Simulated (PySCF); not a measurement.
```xyz
15

N    -2.7493    1.1295   -0.3800
Si   -1.8433   -0.3125   -0.1954
F    -2.2825   -1.2204   -1.4507
N    -0.1796    0.1359   -0.2769
Si    1.1808   -0.9162   -0.1943
C     2.7095    0.2337   -0.1011
F     2.7303    1.0977   -1.1816
H    -2.6145    1.8881    0.2662
H    -3.7206    1.0513   -0.6321
H    -2.0395   -1.1827    0.9503
H    -0.0040    1.0414   -0.6855
H     1.1157   -1.6800    1.0539
H     1.3266   -1.7993   -1.3545
H     3.6468   -0.3237   -0.1357
H     2.7191    0.8653    0.7899
```

Geometry: GFN2-xTB.

The calculation used PySCF 2.14.0, PBE0/pcSseg-1, SCF density, gas phase, non-relativistic.

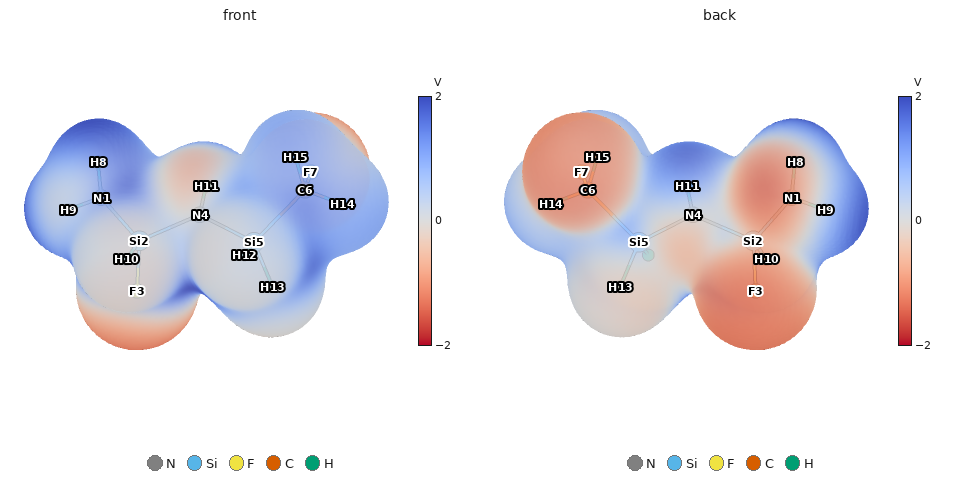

CH8F2N2Si2. The molecular electrostatic potential painted on the density surface at 0.002 e/bohr³, seen from the front and from behind; the colour scale runs from red (negative) to blue (positive).

Q: Where is the surface potential most negative and most positive?

A: The most negative region (about −1.3 V) lies over F3, the most positive (about +1.9 V) over Si2, Si5 and H8.

Q: How polar is the molecule by this calculation?

A: Its dipole moment is 2.89 D.
